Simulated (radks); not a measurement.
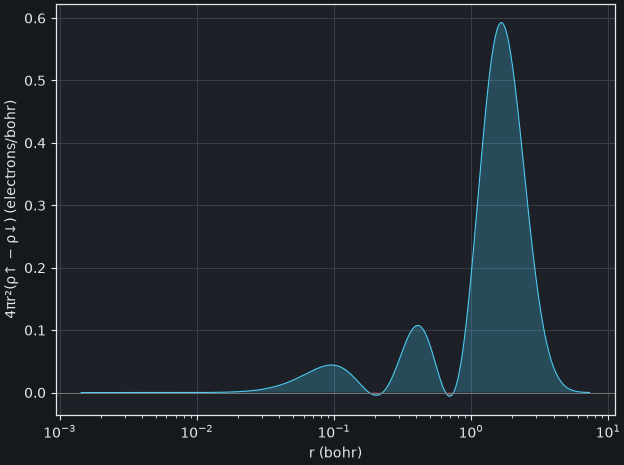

*The radial spin density.*

The curve integrates to 1 unpaired electron, held by 4p (+1). Its largest value, 0.593 electrons/bohr, lies near r = 1.7 bohr. Regions of the opposite sign are negligible.

## Atomic calculation, with input and output: Br

Atomic bromine (Br) in the configuration [Ar] 3d10 4s2 4p5 (high spin). Computed at this level: scalar-relativistic Kohn-Sham, PBE, spin-polarised, spherical densities, finite nucleus (the in-house radial solver radks).

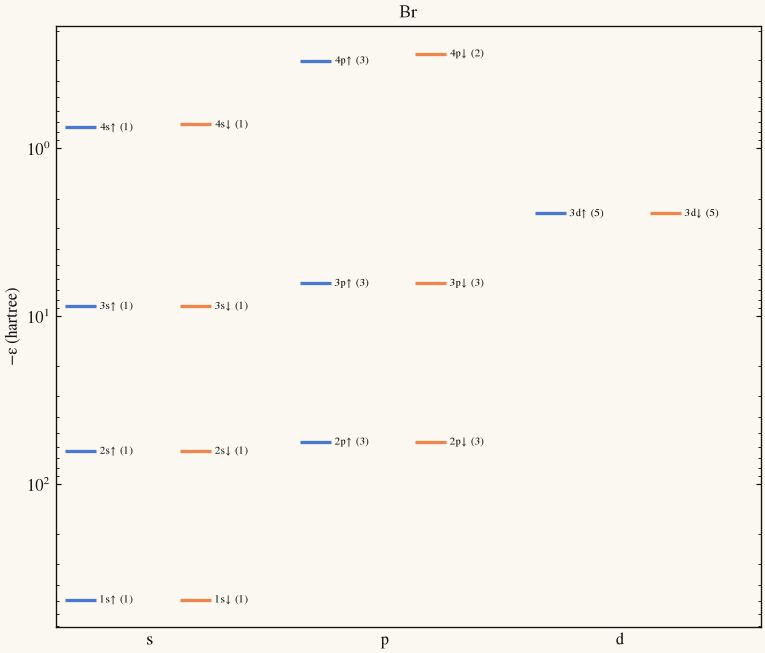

*All occupied levels, on a logarithmic scale of binding energy, are drawn by angular momentum (occupations in brackets, up spins at the left of each column and down spins at the right).*

The highest occupied level is 4p down at −0.274 hartree. The highest 6 occupied levels, from the top down, are 4p down (−0.274 hartree), 4p up (−0.302 hartree), 4s down (−0.724 hartree), 4s up (−0.753 hartree), 3d down (−2.45 hartree), 3d up (−2.45 hartree). The largest exchange splitting (down less up) among the shells drawn in both spins is that of 4s, 0.0288 hartree. The measured ionisation energy (NIST) is 11.8 eV; minus the highest level, 7.45 eV, lies 37 % below it, as is usual for a semilocal functional, whose potential decays too fast.

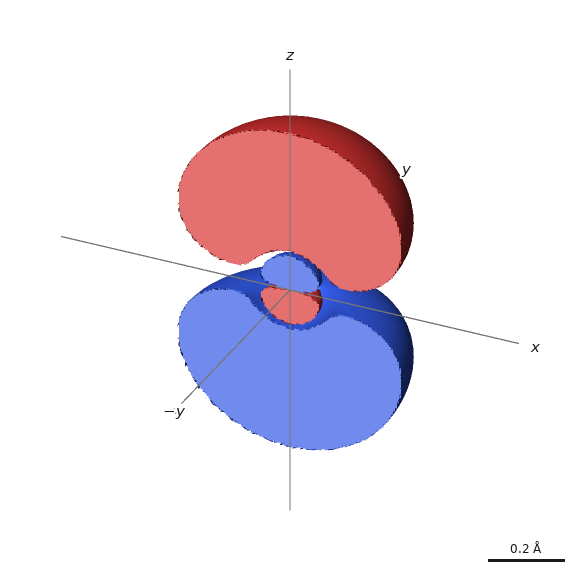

*The 3p(z) orbital of down spin. The surface of constant |ψ| that holds about 85 % of the electron is drawn, red where ψ is positive and blue where it is negative, with the half in front of the xz plane cut away and the cut face painted. The radial function comes from the spherical calculation and is multiplied by a real spherical harmonic; the overall sign is chosen so that the largest lobe of P(r) is positive; at the scalar-relativistic level it is the large component.*

It has the nodal plane xy and 1 radial node, at r = 0.207 bohr. The outermost maximum of P² lies at 0.481 bohr, ⟨r⟩ = 0.564 bohr, 90 % of the charge lies within 0.861 bohr, and the eigenvalue is −173.4 eV, with 3 electrons in the shell for this spin.

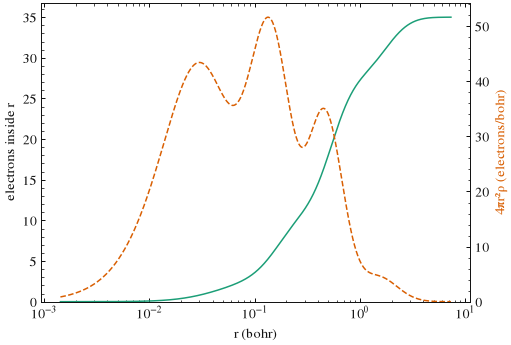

*The number of electrons inside radius r (solid) and the radial density 4πr²ρ (dashed).*

The count levels off at 35 electrons. Half of them lie within 0.485 bohr, 90 % within 1.85 bohr and 99 % within 3.57 bohr. The radial density has minima at 0.0621 and 0.286 bohr, where the count stands at 2.1 and 11.0; these part the shells that the density resolves.

These pictures come from the run below.

**Input file**
```
Z 35
configuration [Ar] 3d10 4s2 4p5
relativity scalar-relativistic
functional pbe,pbe
spin polarised
nucleus finite rms 4.1629 fm
c 137.035999084
```

Energies in input and log are in hartree, lengths in bohr (the nuclear radius in fm).

**The program's output**
```
1s      1   1.0000        -489.42341609
2s      1   1.0000         -63.68885228
2p      1   3.0000         -56.17342581
3s      1   1.0000          -8.74925901
3p      1   3.0000          -6.37619380
3d      1   5.0000          -2.45276240
4s      1   1.0000          -0.75311659
4p      1   3.0000          -0.30150252
1s      2   1.0000        -489.42126206
2s      2   1.0000         -63.68769431
2p      2   3.0000         -56.17139527
3s      2   1.0000          -8.74651340
3p      2   3.0000          -6.37311157
3d      2   5.0000          -2.44879393
4s      2   1.0000          -0.72427686
4p      2   2.0000          -0.27387314
Etot -2606.399146335905
Ekin 2662.7451188875348
Encl -6284.785264633271
Eh 1107.737716766585
Exc -92.0967173567531
err 4.249735842877874e-09
it 14
```

**Orbitals**

```tsv
orbital	occupation	energy (eV)	⟨r⟩ (bohr)	outer maximum (bohr)
1s up	1	−13317.9	0.04275	0.0279
1s down	1	−13317.8	0.04275	0.0279
2s up	1	−1733.1	0.1895	0.159
2s down	1	−1733.0	0.1895	0.159
2p up	3	−1528.6	0.1654	0.127
2p down	3	−1528.5	0.1654	0.127
3s up	1	−238.079	0.5514	0.484
3s down	1	−238.005	0.5514	0.484
3p up	3	−173.505	0.5642	0.481
3p down	3	−173.421	0.5640	0.481
3d up	5	−66.743	0.5908	0.431
3d down	5	−66.635	0.5900	0.431
4s up	1	−20.493	1.675	1.42
4s down	1	−19.709	1.675	1.42
4p up	3	−8.204	2.094	1.67
4p down	2	−7.452	2.119	1.67
```

**Summary**

```
                       quantity                      value
                        outcome                  converged
                   total energy         −2606.3991 hartree
                 kinetic energy          2662.7451 hartree
        electron–nucleus energy         −6284.7853 hartree
                 Hartree energy          1107.7377 hartree
    exchange–correlation energy         −92.096717 hartree
radius at density 0.001 e/bohr³                  4.16 bohr
                 SCF iterations                         14
                       hardware  1 CPU thread, shared host
```
